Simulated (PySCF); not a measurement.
## Electronic structure of Cl$_{2}$Tl (charge −1) in real space

Input file:

```
mol = gto.M(atom='''
Tl    -0.98928    -0.00000    -0.00000
Cl     0.70199     0.00000     2.07853
Cl     0.70199    -0.00000    -2.07853''',
    basis={'Tl': 'def2-SVP', 'Cl': 'def2-SVP'},
    ecp={'Tl': 'def2-SVP'},
    charge=-1, spin=0)
mf = dft.RKS(mol, xc='PBE')
mf.grids.atom_grid = (75, 302)  # f atoms: at least (60, 302), unpruned
mf = mf.density_fit()  # Tl def2-universal-JKFIT, Cl def2-universal-JKFIT
mf.conv_tol = 1e-09; mf.max_cycle = 55
mf.kernel(dm0)
```

Command:

```sh
OMP_NUM_THREADS=2 python run.py
```

Core potentials replace the inner electrons of Tl.

Method: PySCF, RKS PBE, Tl def2-SVP with ECP60, Cl def2-SVP; non-relativistic Hamiltonian with scalar-relativistic core potentials where named; density fitting.

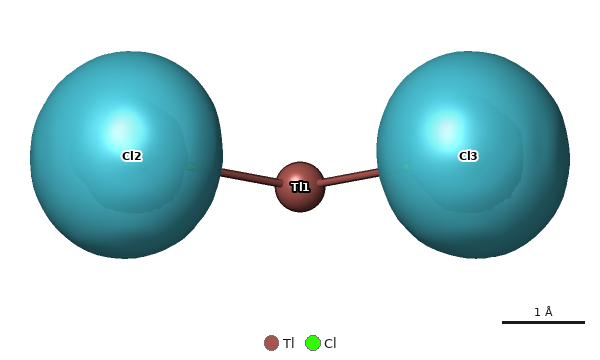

Figure 1. Isosurface of the electron localisation function at 0.75 (cyan), seen from one side. Only the valence region is drawn (cores and ρ < 0.01 e/Å³ removed).

**Identify the bonds, lone pairs and shells in this picture.**

At this value the surface marks out two regions wrapped around Cl (the valence shell of each). Profiles from the grid: Tl–Cl (2.68 Å): the ELF peaks at about 0.85 in the valence shell of Cl, 0.8 Å from its nucleus, and drops to about 0.15 between the two atoms.

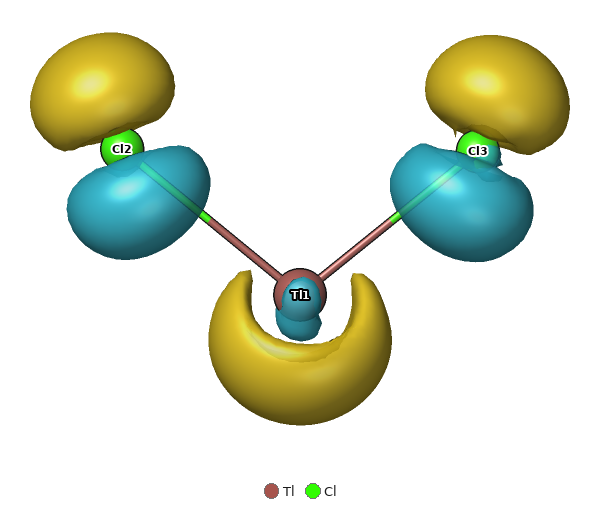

Figure 2. The HOMO at ±0.15 Å⁻³ᐟ² (yellow and cyan are the two phases), seen at a tilt.

**Describe this orbital and give its energy.**

It lies mainly on Cl2 (about 35 %), Cl3 (about 35 %) and Tl1 (about 30 %); it is symmetric in the molecular plane (an in-plane orbital: σ, lone-pair or in-plane π type); largely a combination of lone pairs on Cl2 and Cl3. Its energy is −0.65 eV.
